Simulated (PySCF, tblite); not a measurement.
# C2H6S: changes of charge, electronic excitations, EPR parameters, part 1 of 3

What do calculations give for the changes of charge, electronic excitations, EPR parameters of C2H6S (`CCS`)?

Computed with tblite 0.8.0 and PySCF 2.14.0 and routines of our own; the level stands in each step. Atoms count from 0.

## Step 1: The system as given

9 atoms, charge 0, multiplicity 1; geometry from: start built from the parent or by distance geometry.

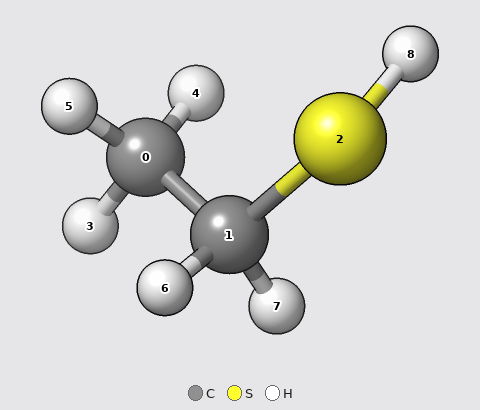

The starting geometry (carbon grey, sulfur yellow, hydrogen white).

## Step 2: Geometry optimisation with GFN2-xTB

What the job is given:

```
{"job": {"kind": "relax", "xc": "GFN2-xTB", "basis": "xTB"}, "charge": 0, "multiplicity": 1}
C     -0.773000     0.505700     0.106500
C      0.104000    -0.671000    -0.109800
S      1.795300    -0.449100     0.563800
H     -1.741500     0.313700    -0.459900
H     -0.370400     1.443500    -0.281900
H     -1.106400     0.607700     1.174500
H     -0.388700    -1.527900     0.422800
H      0.099100    -0.931400    -1.162500
H      2.408800     0.720800     0.123500
```

Started as:

```sh
> OMP_NUM_THREADS=1 python redox_run.py task.json out
```

This one command runs all jobs of the session in turn.

What it wrote:

```text
step      E/eV     max force
  0    -287.43004    2.490
  1    -287.56071    1.157
  2    -287.62527    0.925
  3    -287.68248    0.825
  4    -287.74421    0.643
  5    -287.77505    0.540
  6    -287.79021    0.323
  7    -287.79843    0.351
  8    -287.80785    0.315
  9    -287.81731    0.306
 10    -287.82429    0.236
 11    -287.82961    0.234
 12    -287.83515    0.212
 13    -287.83983    0.253
 14    -287.84247    0.189
 15    -287.84353    0.102
 16    -287.84417    0.102
 17    -287.84491    0.117
 18    -287.84560    0.095
 19    -287.84605    0.065
 20    -287.84632    0.050
 21    -287.84656    0.061
 22    -287.84678    0.047
 23    -287.84694    0.036
 24    -287.84703    0.024
 25    -287.84709    0.027
 26    -287.84718    0.030
 27    -287.84729    0.040
 28    -287.84748    0.049
 29    -287.84775    0.051
 30    -287.84803    0.058
 31    -287.84827    0.052
 32    -287.84847    0.047
 33    -287.84865    0.039
 34    -287.84882    0.040
 35    -287.84895    0.031
 36    -287.84901    0.019
 37    -287.84905    0.018
 38    -287.84908    0.016
 39    -287.84912    0.017
 40    -287.84914    0.010
 41    -287.84915    0.009
```

Run time: 0.08 s. Hardware: 1 thread of Intel Xeon 6975P-C, shared host.

Step by step: (not every step is listed)

| step | energy from step 0 (eV) | largest force (eV/Å) |
| --- | --- | --- |
| 0 | 0.0000 | 2.4901 |
| 1 | -0.1307 | 1.1568 |
| 2 | -0.1952 | 0.9248 |
| 3 | -0.2524 | 0.8245 |
| 4 | -0.3142 | 0.6430 |
| 5 | -0.3450 | 0.5397 |
| 6 | -0.3602 | 0.3230 |
| 7 | -0.3684 | 0.3513 |
| 8 | -0.3778 | 0.3147 |
| 10 | -0.3942 | 0.2363 |
| 12 | -0.4051 | 0.2118 |
| 14 | -0.4124 | 0.1895 |
| 16 | -0.4141 | 0.1021 |
| 18 | -0.4156 | 0.0953 |
| 20 | -0.4163 | 0.0504 |
| 22 | -0.4167 | 0.0471 |
| 24 | -0.4170 | 0.0241 |
| 26 | -0.4171 | 0.0303 |
| 28 | -0.4174 | 0.0488 |
| 30 | -0.4180 | 0.0577 |
| 32 | -0.4184 | 0.0465 |
| 34 | -0.4188 | 0.0398 |
| 36 | -0.4190 | 0.0189 |
| 37 | -0.4190 | 0.0181 |
| 38 | -0.4190 | 0.0160 |
| 39 | -0.4191 | 0.0175 |
| 40 | -0.4191 | 0.0104 |
| 41 | -0.4191 | 0.0094 |

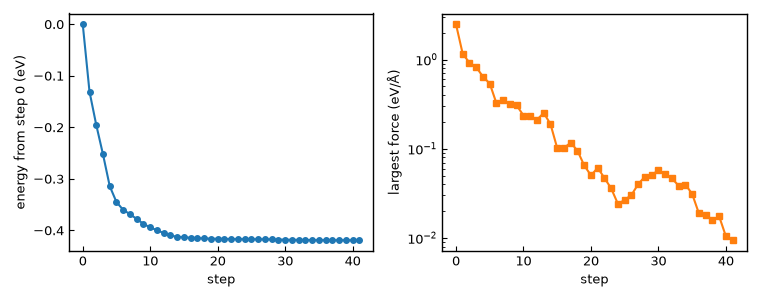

Energy and force, step by step.

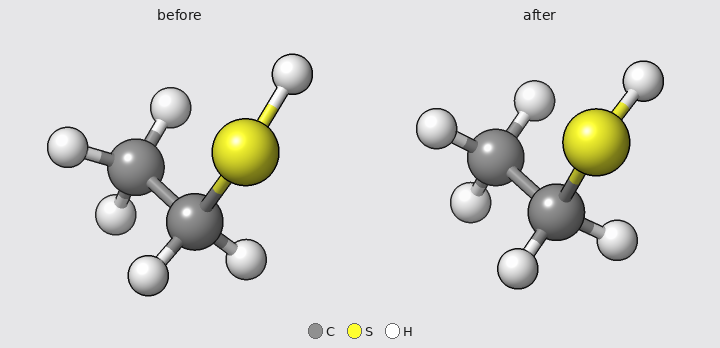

The geometry before (left) and after (right).

Close pairs (by a distance rule), those that changed most:

| bond | before (Å) | after (Å) | change (Å) |
| --- | --- | --- | --- |
| S2–H8 | 1.392 | 1.332 | -0.061 |
| C0–H3 | 1.138 | 1.088 | -0.050 |
| C0–H5 | 1.123 | 1.088 | -0.036 |
| C1–H6 | 1.123 | 1.089 | -0.033 |
| C0–C1 | 1.483 | 1.516 | +0.032 |
| C1–H7 | 1.084 | 1.090 | +0.006 |
| C1–S2 | 1.834 | 1.829 | -0.005 |
| C0–H4 | 1.092 | 1.089 | -0.003 |

The next job starts from the end point, and lists it.

## Step 3: Harmonic vibrations with GFN2-xTB

What the job is given:

```
{"job": {"kind": "ir", "xc": "GFN2-xTB", "basis": "xTB"}, "charge": 0, "multiplicity": 1}
C     -0.801359     0.520280     0.106046
C      0.108670    -0.672378    -0.111070
S      1.728238    -0.467832     0.714714
H     -1.768702     0.333489    -0.356235
H     -0.373855     1.418226    -0.336695
H     -0.949450     0.694942     1.169360
H     -0.312130    -1.573648     0.333340
H      0.294829    -0.851137    -1.170109
H      2.100882     0.610046     0.027530
```

What it wrote:

```text
mode    cm-1     km/mol
  1     199.4     28.19
  2     237.1     12.13
  3     311.6      2.61
  4     679.5      1.15
  5     750.7      4.96
  6     850.6     14.10
  7    1018.0      6.35
  8    1057.9      3.89
  9    1092.2      3.80
 10    1227.6      1.76
 11    1261.6     20.58
 12    1407.6      5.01
 13    1451.4      0.07
 14    1487.6      7.06
 15    1494.0      1.83
 16    2434.3    137.33
 17    2981.5     14.75
 18    3006.7      4.47
 19    3026.4     35.03
 20    3029.9     25.49
 21    3042.5     16.57
ZPE 191.691  H(298)-E 206.578  G(298)-E 121.344 kJ/mol  S 285.88 J/(mol K)
```

Wall time 0.11 s (1 thread of Intel Xeon 6975P-C, shared host).

Which atoms move in the most intense modes:

| cm⁻¹ | km/mol | atoms |
| --- | --- | --- |
| 199 | 28.2 | H8 67 %, H5 12 %, H4 10 % |
| 851 | 14.1 | H8 41 %, H4 17 %, H6 13 % |
| 1262 | 20.6 | H6 41 %, H7 30 %, C1 19 % |
| 2434 | 137.3 | H8 97 % |
| 2982 | 14.8 | H7 91 % |
| 3026 | 35.0 | H3 74 %, H4 14 % |
| 3030 | 25.5 | H4 70 %, H3 18 % |
| 3042 | 16.6 | H5 91 % |

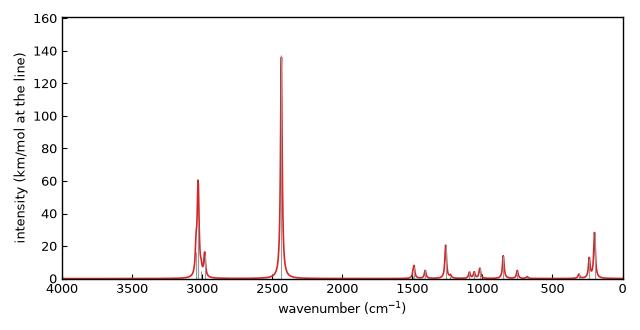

The infrared spectrum from these modes, unscaled. Lines are broadened to a width of 14 cm⁻¹ (Lorentzian).

## Step 4: Relaxing the molecule at PBE0-D3(BJ)/def2-SVP

The job, as its differences from that of step 3:

```diff
@@ -1,2 +1,2 @@
-{"job": {"kind": "ir", "xc": "GFN2-xTB", "basis": "xTB"}, "charge": 0, "multiplicity": 1}
+{"job": {"xc": "PBE0", "basis": "def2-SVP", "d3": "d3bj", "grid": 1, "kind": "geom"}, "charge": 0, "multiplicity": 1}
 C     -0.801359     0.520280     0.106046
```

What it wrote:

```text
step   0  E = -477.59485979  max force = 0.012862
step   1  E = -477.59586187  max force = 0.002844
step   2  E = -477.59589391  max force = 0.000190
step   3  E = -477.59589528  max force = 0.000071
optimisation converged
```

It took 4.3 s on 1 thread of Intel Xeon 6975P-C, shared host.

Relaxation path:

| step | energy from step 0 (eV) | largest force component (eV/Å) |
| --- | --- | --- |
| 0 | 0.0000 | 0.6614 |
| 1 | -0.0273 | 0.1462 |
| 2 | -0.0281 | 0.0098 |
| 3 | -0.0282 | 0.0037 |

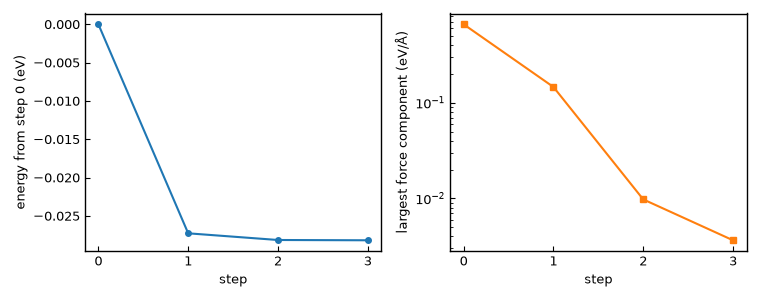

Energy and largest force along the relaxation.

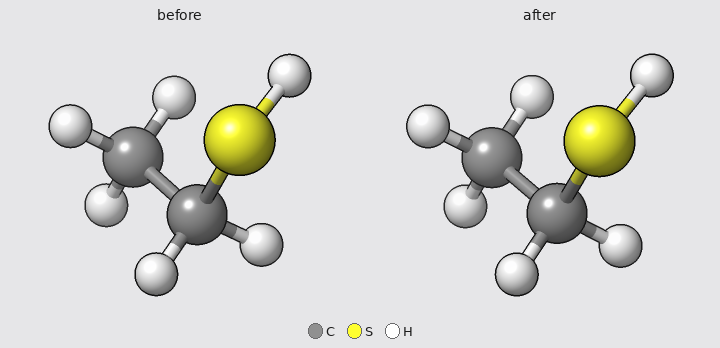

The geometry before (left) and after (right).

Close pairs (by a distance rule), those that changed most:

| bond | before (Å) | after (Å) | change (Å) |
| --- | --- | --- | --- |
| S2–H8 | 1.332 | 1.351 | +0.020 |
| C0–H3 | 1.088 | 1.102 | +0.014 |
| C0–H4 | 1.089 | 1.101 | +0.013 |
| C0–H5 | 1.088 | 1.100 | +0.012 |
| C1–H6 | 1.089 | 1.101 | +0.012 |
| C1–H7 | 1.090 | 1.101 | +0.011 |
| C1–S2 | 1.829 | 1.821 | -0.008 |
| C0–C1 | 1.516 | 1.516 | +0.000 |

The next job starts from the end point, and lists it.

| at the end point | value |
| --- | --- |
| point group (found at 0.08 Å tolerance) | C1 |
| rotational constants (GHz, main isotopes) | 28.975, 5.272, 4.843 |
| dipole moment (D) | 1.63 |

## Step 5: Harmonic vibrations (C₂H₆S): PBE0-D3(BJ)/def2-SVP

What the job is given:

```
{"job": {"xc": "PBE0", "basis": "def2-SVP", "d3": "d3bj", "grid": 2, "kind": "hessian"}, "charge": 0, "multiplicity": 1}
C     -0.811022     0.518531     0.106755
C      0.123180    -0.656319    -0.105887
S      1.738079    -0.488246     0.718520
H     -1.787522     0.331432    -0.368864
H     -0.397305     1.440385    -0.331302
H     -0.975418     0.702397     1.178692
H     -0.299975    -1.576727     0.326197
H      0.282140    -0.857554    -1.176552
H      2.153724     0.594414     0.025375
```

What it wrote:

```text
coarse grid: 7520 points
cycle   1  E = -477.5307222675  dE =  2.151e-02  |g| = 2.389e-01  |ddm| = 2.756e+00
cycle   2  E = -477.5343375725  dE = -3.615e-03  |g| = 2.293e-01  |ddm| = 6.036e-01
cycle   3  E = -477.5486824380  dE = -1.434e-02  |g| = 2.438e-02  |ddm| = 2.546e-01
cycle   4  E = -477.5488099115  dE = -1.275e-04  |g| = 1.252e-02  |ddm| = 5.056e-02
cycle   5  E = -477.5488526817  dE = -4.277e-05  |g| = 2.886e-03  |ddm| = 1.775e-02
cycle   6  E = -477.5488546866  dE = -2.005e-06  |g| = 5.963e-04  |ddm| = 3.040e-03
final grid: 66400 points
cycle   7  E = -477.5959068909  dE = -1.088e-05  |g| = 6.490e-03  |ddm| = 2.056e-02
cycle   8  E = -477.5959007394  dE =  6.152e-06  |g| = 8.021e-03  |ddm| = 1.482e-02
cycle   9  E = -477.5959180773  dE = -1.734e-05  |g| = 5.423e-04  |ddm| = 8.547e-03
cycle  10  E = -477.5959181563  dE = -7.898e-08  |g| = 1.044e-04  |ddm| = 6.543e-04
cycle  11  E = -477.5959181590  dE = -2.689e-09  |g| = 2.204e-05  |ddm| = 1.115e-04
cycle  12  E = -477.5959181591  dE = -1.163e-10  |g| = 6.559e-06  |ddm| = 3.167e-05
cycle  13  E = -477.5959181591  dE = -1.376e-11  |g| = 7.116e-07  |ddm| = 1.034e-05
converged SCF energy = -477.5959181591

mode    cm-1
  1     224.9
  2     269.4
  3     334.7
  4     678.7
  5     738.5
  6     874.7
  7     998.4
  8    1075.9
  9    1120.5
 10    1268.0
 11    1295.6
 12    1391.8
 13    1452.7
 14    1461.0
 15    1470.0
 16    2706.8
 17    3052.3
 18    3083.4
 19    3136.7
 20    3146.8
 21    3165.4
ZPE 197.062  H(298)-E 211.643  G(298)-E 127.102 kJ/mol  S 283.55 J/(mol K)
```

Run time: 42 s. Hardware: 1 thread of Intel Xeon 6975P-C, shared host; peak memory 1.2 GiB.

Zero-point energy 197.06 kJ/mol (xTB gave 191.69).

## Step 6: Single point (C2H6S): wB97X-D3(BJ)/ma-def2-TZVP

Geometry: PBE0-D3(BJ)/def2-SVP.

The job, as its differences from that of step 5:

```diff
@@ -1,2 +1,2 @@
-{"job": {"xc": "PBE0", "basis": "def2-SVP", "d3": "d3bj", "grid": 2, "kind": "hessian"}, "charge": 0, "multiplicity": 1}
+{"job": {"kind": "sp", "xc": "wB97X", "basis": "ma-def2-TZVP", "d3": "d3bj", "grid": 2}, "charge": 0, "multiplicity": 1}
 C     -0.811022     0.518531     0.106755
```

What it wrote:

```text
coarse grid: 7520 points
cycle   1  E = -478.1036033353  dE =  1.042e-01  |g| = 2.350e-01  |ddm| = 1.922e+00
cycle   2  E = -478.1186559543  dE = -1.505e-02  |g| = 1.457e-01  |ddm| = 6.207e-01
cycle   3  E = -478.1234767027  dE = -4.821e-03  |g| = 2.988e-02  |ddm| = 2.110e-01
cycle   4  E = -478.1237443572  dE = -2.677e-04  |g| = 1.024e-02  |ddm| = 5.473e-02
cycle   5  E = -478.1237820554  dE = -3.770e-05  |g| = 3.256e-03  |ddm| = 1.724e-02
cycle   6  E = -478.1237863043  dE = -4.249e-06  |g| = 7.527e-04  |ddm| = 1.195e-02
final grid: 66400 points
cycle   7  E = -478.1207031682  dE = -2.410e-05  |g| = 2.796e-03  |ddm| = 2.233e-02
cycle   8  E = -478.1207040522  dE = -8.839e-07  |g| = 2.196e-03  |ddm| = 3.586e-03
cycle   9  E = -478.1207051077  dE = -1.055e-06  |g| = 1.761e-04  |ddm| = 1.633e-03
cycle  10  E = -478.1207051224  dE = -1.470e-08  |g| = 9.293e-05  |ddm| = 5.153e-04
cycle  11  E = -478.1207051250  dE = -2.645e-09  |g| = 2.004e-05  |ddm| = 1.147e-04
converged SCF energy = -478.1207051250
```

Run time: 2.9 s. Hardware: 1 thread of Intel Xeon 6975P-C, shared host; peak memory 0.58 GiB.

## Step 7: Single point (C2H6S+ (doublet)): wB97X-D3(BJ)/ma-def2-TZVP

Geometry: PBE0-D3(BJ)/def2-SVP, that of another charge or spin state.

The job, as its differences from that of step 6:

```diff
@@ -1,2 +1,2 @@
-{"job": {"kind": "sp", "xc": "wB97X", "basis": "ma-def2-TZVP", "d3": "d3bj", "grid": 2}, "charge": 0, "multiplicity": 1}
+{"job": {"kind": "sp", "xc": "wB97X", "basis": "ma-def2-TZVP", "d3": "d3bj", "grid": 2}, "charge": 1, "multiplicity": 2}
 C     -0.811022     0.518531     0.106755
```

What it wrote:

```text
final grid: 66400 points
cycle   1  E = -477.7667753012  dE = -3.979e-02  |g| = 1.564e-01  |ddm| = 5.023e-01
cycle   2  E = -477.7739407603  dE = -7.165e-03  |g| = 9.291e-02  |ddm| = 2.458e-01
cycle   3  E = -477.7767539031  dE = -2.813e-03  |g| = 8.313e-03  |ddm| = 7.668e-02
cycle   4  E = -477.7768278262  dE = -7.392e-05  |g| = 4.750e-03  |ddm| = 1.079e-02
cycle   5  E = -477.7768587241  dE = -3.090e-05  |g| = 1.666e-03  |ddm| = 7.232e-03
cycle   6  E = -477.7768677076  dE = -8.984e-06  |g| = 6.927e-04  |ddm| = 4.201e-03
cycle   7  E = -477.7768692733  dE = -1.566e-06  |g| = 3.282e-04  |ddm| = 1.812e-03
cycle   8  E = -477.7768695525  dE = -2.792e-07  |g| = 9.161e-05  |ddm| = 8.865e-04
cycle   9  E = -477.7768695781  dE = -2.558e-08  |g| = 3.697e-05  |ddm| = 2.490e-04
cycle  10  E = -477.7768695820  dE = -3.901e-09  |g| = 1.814e-05  |ddm| = 8.547e-05
converged SCF energy = -477.7768695820
```

Wall time 5.4 s (1 thread of Intel Xeon 6975P-C, shared host); peak memory 0.59 GiB.

## Step 8: Relaxing the molecule with GFN2-xTB

This step treats C2H6S+ (doublet), labelled `CC[SH+]` (the label fixes atoms and charge, not where charge and spin sit).

What the job is given:

```
{"job": {"kind": "relax", "xc": "GFN2-xTB", "basis": "xTB"}, "charge": 1, "multiplicity": 2}
C     -0.794800     0.512400     0.101500
C      0.112500    -0.647700    -0.128900
S      1.755500    -0.495900     0.721700
H     -1.790000     0.346100    -0.389500
H     -0.400500     1.436500    -0.320000
H     -0.986400     0.700700     1.169900
H     -0.299600    -1.570900     0.315200
H      0.293600    -0.848500    -1.171500
H      2.162700     0.587600     0.024100
```

What it wrote:

```text
step      E/eV     max force
  0    -274.00643    1.886
  1    -274.07357    0.684
  2    -274.09106    0.347
  3    -274.10061    0.281
  4    -274.10719    0.299
  5    -274.11250    0.308
  6    -274.11605    0.234
  7    -274.12050    0.272
  8    -274.12547    0.341
  9    -274.13091    0.278
 10    -274.13598    0.267
 11    -274.14005    0.185
 12    -274.14346    0.263
 13    -274.14777    0.254
 14    -274.15289    0.217
 15    -274.15862    0.212
 16    -274.16400    0.203
 17    -274.16880    0.209
 18    -274.17364    0.215
 19    -274.17860    0.241
 20    -274.17980    0.346
 21    -274.18716    0.210
 22    -274.19016    0.119
 23    -274.19210    0.129
 24    -274.19302    0.081
 25    -274.19402    0.082
 26    -274.19501    0.069
 27    -274.19573    0.054
 28    -274.19608    0.057
 29    -274.19629    0.056
 30    -274.19658    0.041
 31    -274.19687    0.045
 32    -274.19715    0.043
 33    -274.19737    0.048
 34    -274.19762    0.050
 35    -274.19798    0.048
 36    -274.19844    0.046
 37    -274.19890    0.048
 38    -274.19933    0.054
 39    -274.19978    0.059
 40    -274.20023    0.088
 41    -274.20075    0.059
 42    -274.20132    0.081
 43    -274.20180    0.048
 44    -274.20212    0.042
 45    -274.20231    0.042
 46    -274.20258    0.044
 47    -274.20293    0.050
 48    -274.20328    0.063
 49    -274.20372    0.065
 50    -274.20409    0.054
 51    -274.20458    0.037
 52    -274.20478    0.036
 53    -274.20522    0.052
 54    -274.20551    0.048
 55    -274.20580    0.035
 56    -274.20596    0.046
 57    -274.20600    0.025
 58    -274.20610    0.027
 59    -274.20617    0.030
 60    -274.20633    0.031
 61    -274.20640    0.027
 62    -274.20645    0.023
 63    -274.20648    0.021
 64    -274.20651    0.017
 65    -274.20656    0.017
 66    -274.20661    0.019
 67    -274.20664    0.015
 68    -274.20665    0.010
```

It took 0.14 s on 1 thread of Intel Xeon 6975P-C, shared host.

Along the way: (not every step is listed)

| step | energy from step 0 (eV) | largest force (eV/Å) |
| --- | --- | --- |
| 0 | 0.0000 | 1.8860 |
| 1 | -0.0671 | 0.6838 |
| 2 | -0.0846 | 0.3468 |
| 3 | -0.0942 | 0.2812 |
| 4 | -0.1008 | 0.2986 |
| 5 | -0.1061 | 0.3084 |
| 6 | -0.1096 | 0.2343 |
| 7 | -0.1141 | 0.2724 |
| 8 | -0.1190 | 0.3409 |
| 13 | -0.1413 | 0.2541 |
| 18 | -0.1672 | 0.2147 |
| 23 | -0.1857 | 0.1290 |
| 28 | -0.1896 | 0.0565 |
| 33 | -0.1909 | 0.0481 |
| 38 | -0.1929 | 0.0542 |
| 43 | -0.1954 | 0.0481 |
| 48 | -0.1968 | 0.0627 |
| 53 | -0.1988 | 0.0523 |
| 58 | -0.1997 | 0.0271 |
| 63 | -0.2000 | 0.0211 |
| 64 | -0.2001 | 0.0173 |
| 65 | -0.2001 | 0.0171 |
| 66 | -0.2002 | 0.0193 |
| 67 | -0.2002 | 0.0151 |
| 68 | -0.2002 | 0.0100 |

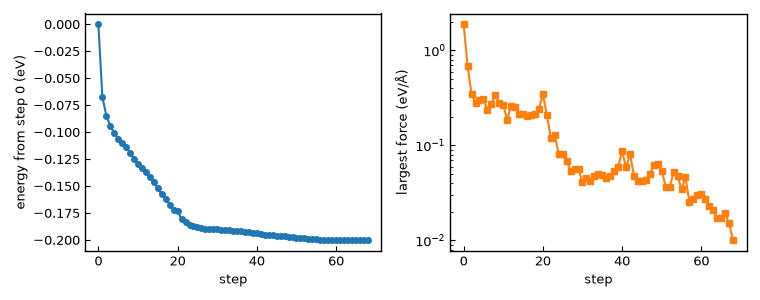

Energy and largest force along the relaxation.

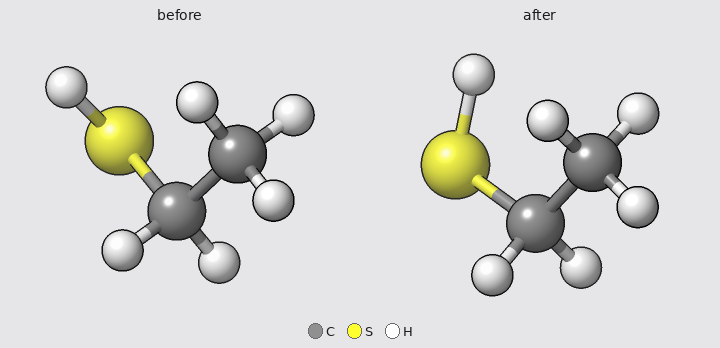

The geometry before (left) and after (right).

Close pairs (by a distance rule), those that changed most:

| bond | before (Å) | after (Å) | change (Å) |
| --- | --- | --- | --- |
| C1–S2 | 1.856 | 1.792 | -0.064 |
| C0–H3 | 1.122 | 1.089 | -0.034 |
| C1–H7 | 1.077 | 1.101 | +0.024 |
| C0–H5 | 1.102 | 1.090 | -0.011 |
| C0–C1 | 1.491 | 1.501 | +0.011 |
| C1–H6 | 1.104 | 1.101 | -0.003 |
| S2–H8 | 1.351 | 1.353 | +0.002 |
| C0–H4 | 1.090 | 1.091 | +0.001 |

The final coordinates are the input of the step that follows.

## Step 9: Harmonic vibrations with GFN2-xTB

What the job is given:

```
{"job": {"kind": "ir", "xc": "GFN2-xTB", "basis": "xTB"}, "charge": 1, "multiplicity": 2}
C     -0.732236     0.535934     0.044838
C      0.124235    -0.679317    -0.164790
S      1.857925    -0.551107     0.271199
H     -1.753588     0.319314    -0.263344
H     -0.380238     1.388155    -0.537581
H     -0.758726     0.839810     1.091802
H     -0.259603    -1.549137     0.390639
H      0.106621    -1.014614    -1.213316
H      1.848614     0.731262     0.703127
```

What it wrote:

```text
mode    cm-1     km/mol
  1     132.2     40.06
  2     199.0     31.43
  3     323.7      2.77
  4     656.6     23.29
  5     695.0      7.29
  6     815.7     27.02
  7     932.5      6.07
  8    1015.2     16.15
  9    1093.2      0.16
 10    1098.4     17.73
 11    1198.1      4.82
 12    1314.3     84.64
 13    1393.8    111.57
 14    1408.1     31.37
 15    1431.5      2.44
 16    2296.5     74.55
 17    2843.0     41.05
 18    2891.5     51.69
 19    3006.8      2.35
 20    3016.3     53.40
 21    3050.6     15.43
ZPE 184.296  H(298)-E 199.806  G(298)-E 111.456 kJ/mol  S 296.33 J/(mol K)
```

Run time: 0.12 s. Hardware: 1 thread of Intel Xeon 6975P-C, shared host.

The strongest bands and the atoms that carry them (share of the mass-weighted mode):

| cm⁻¹ | km/mol | atoms |
| --- | --- | --- |
| 132 | 40.1 | H8 66 %, H5 12 %, H4 12 % |
| 199 | 31.4 | H3 22 %, H8 19 %, H5 18 %, H4 18 % |
| 1314 | 84.6 | H7 45 %, H6 45 % |
| 1394 | 111.6 | H5 38 %, H4 37 %, C0 14 % |
| 2296 | 74.5 | H8 97 % |
| 2843 | 41.0 | H6 47 %, H7 44 % |
| 2892 | 51.7 | H7 49 %, H6 46 % |
| 3016 | 53.4 | H5 51 %, H4 43 % |

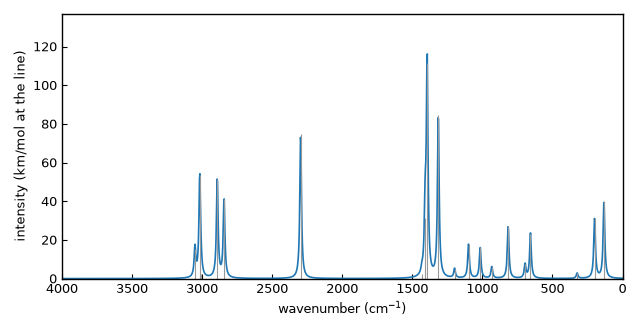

The infrared spectrum from these modes, unscaled. Lines are broadened to a width of 14 cm⁻¹ (Lorentzian).

(Continued in part 2 of 3.)
